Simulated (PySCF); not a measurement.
## Frequency calculation, with input and output: CH4OSi

CH4OSi, computed with HF/cc-pVDZ, RHF, sfX2C (PySCF 2.14.0).

The geometry was optimised with HF/cc-pVDZ symmetrised.

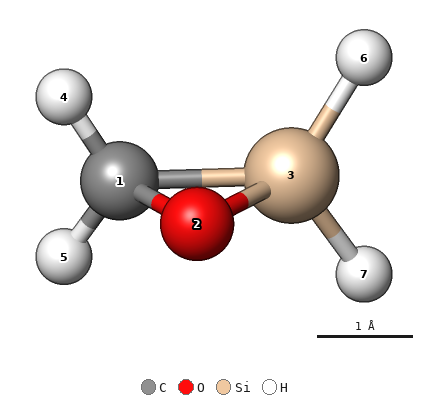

**Figure 1.** The input geometry (ball-and-stick view, seen at a tilt; atoms are numbered from 1 in the order of the input).

Input file (job.py)
```python
import numpy
from pyscf import gto, symm
from pyscf.hessian import thermo

mol = gto.Mole()
mol.atom = 'mol.xyz'
mol.max_memory = 1860
mol.basis = 'cc-pvdz'
mol.verbose = 3
mol.build()

calc0 = mol.RHF()
calc0 = calc0.sfx2c1e()
calc0 = calc0.density_fit(auxbasis='aug-cc-pvtz-jkfit')
calc0.kernel()

e_final = calc0.e_tot
print('E(%s) = %.9f' % ('HF', e_final))
hess = calc0.Hessian().kernel()
modes = thermo.harmonic_analysis(mol, hess)
print('frequencies (1/cm)', numpy.round(modes['freq_wavenumber'], 1))
symm.geom.TOLERANCE = 1e-3  # for the symmetry number
th = thermo.thermo(calc0, modes['freq_au'], 200, 101325)
thermo.dump_thermo(mol, th)
```

File mol.xyz
```
7

C     -0.688217    -0.139694    -0.912891
O     -0.165312    -0.999241     0.141951
Si     0.401948     0.568606     0.350990
H     -1.767863    -0.026613    -0.870607
H     -0.324512    -0.411606    -1.899810
H     -0.120188     1.321263     1.505561
H      1.837484     0.799082     0.109614
```

Run on 1 thread of Arm Neoverse V1, 24 GiB of memory available, shared host.

Run as:
```bash
OMP_NUM_THREADS=1 python job.py
```

What the program printed
```
converged SCF energy = -404.553947740307
E(HF) = -404.553947740
frequencies (1/cm) [ 527.5  684.   687.4  776.5  848.9  885.3 1021.9 1109.4 1201.1 1244.5
 1573.7 2370.5 2374.2 3245.7 3328.8]
temperature 200.0000 [K]
pressure 101325.00 [Pa]
Rotational constants [GHz] 23.31511 10.37167 8.28713
Symmetry number 1
Zero-point energy (ZPE) 0.04985 [Eh]   130868.397 [J/mol]
                           tot       elec      trans        rot        vib
Entropy [J/mol/K]       243.282      0.000    151.536     89.576      2.170
Cv [J/mol/K]             33.653      0.000     12.472     12.472      8.709
Cp [J/mol/K]             41.967      0.000     20.786     12.472      8.709
Internal energy [J/mol]                      2494.338   2494.338 131225.580
Internal energy [Eh]   -404.50207  -404.55395
Enthalpy [J/mol]                             4157.230   2494.338 131225.580
Enthalpy [Eh]          -404.50143
Gibbs free energy [J/mol]                  -26149.992 -15420.773 130791.537
Gibbs free energy [Eh] -404.51997
```

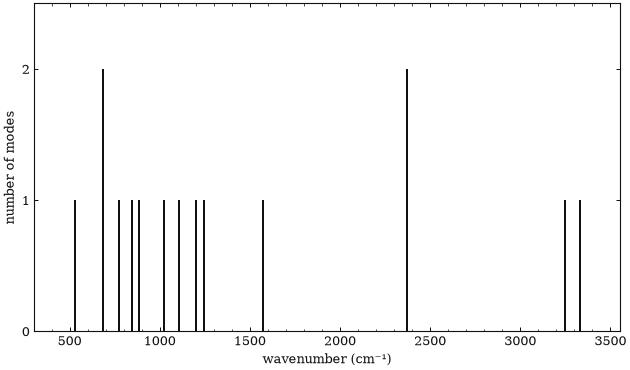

**Figure 2.** Harmonic vibrational wavenumbers from the force constants; neighbouring modes closer than 13 cm⁻¹ are counted in one stick. 15 modes from 527 to 3329 cm⁻¹, none imaginary.

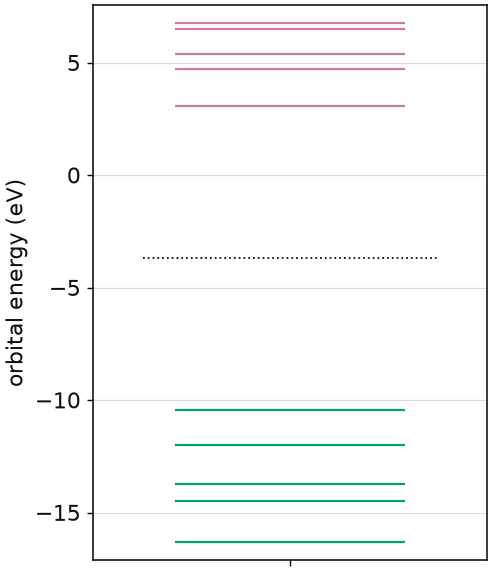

**Figure 3.** Orbital energies near the frontier; the dotted line parts filled from empty levels, and levels within 0.02 eV of each other stand side by side. Highest filled −10.45 eV, lowest empty 3.07 eV, 13.52 eV apart.

Summary

| quantity | value |
| --- | --- |
| outcome | converged |
| total energy | −404.553948 hartree |
| basis functions | 66 |
| HOMO | −10.45 eV |
| LUMO | 3.07 eV |
| zero-point energy | 0.049845 hartree |
| dipole moment | 2.36 D |
| wavenumbers, lowest and highest | 527 and 3329 cm⁻¹ |
| wall time | 39 s |
| peak memory | 0.48 GiB |
